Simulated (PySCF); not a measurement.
Species, as SMILES: PP (P2H4).
Geometry (B3LYP-D3(BJ)/def2-TZVP, fixed):
```
P
H 1 1.4206
H 1 1.4206 2 92.33
P 1 2.2503 2 93.65 3 -93.89
H 4 1.4206 1 93.65 2 -86.71
H 4 1.4206 5 92.33 1 93.89
```

Basis-set convergence of the mean static polarisability at PBE with PySCF. All functions are spherical. Density fitting with generated auxiliary sets. In sets without p functions on hydrogen, species with hydrogen take exact integrals. No added dispersion term, no relativity. Reference: the value in aug-pcseg-2, 60.64 bohr³. Deviations are taken from unrounded values. Cost is core time over that of def2-SVP, rough, on shared machines of one kind; a dash marks a row that isn't timed (too short, read off another run, short of memory, by another algorithm or on other hardware).

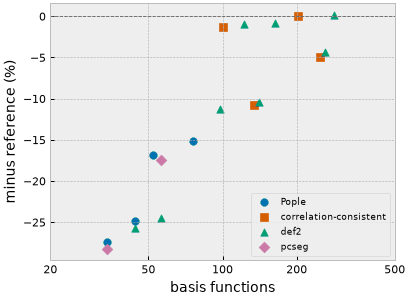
*Deviation from the reference against the number of basis functions, by family of sets.*

```csv
basis,functions,mean static polarisability (bohr³),minus reference (%),cost
3-21G,34,44.00,-27.4,-
pcseg-0,34,43.53,-28.2,-
6-31G*,44,45.61,-24.8,-
def2-SV(P),44,45.02,-25.8,-
6-31+G*,52,50.42,-16.9,-
def2-SVP,56,45.82,-24.4,1×
pcseg-1,56,50.03,-17.5,1×
6-311G**,76,51.49,-15.1,2×
def2-TZVP,98,53.82,-11.3,3×
aug-cc-pV(D+d)Z,100,59.84,-1.3,3×
def2-TZVPD,122,60.08,-0.9,4×
cc-pV(T+d)Z,134,54.11,-10.8,4×
def2-TZVPP,140,54.30,-10.5,4×
def2-TZVPPD,164,60.17,-0.8,4×
aug-cc-pV(T+d)Z,202,60.70,0.1,6×
cc-pV(Q+d)Z,248,57.68,-4.9,10×
def2-QZVPP,260,58.00,-4.4,10×
def2-QZVPPD,284,60.75,0.2,10×
```
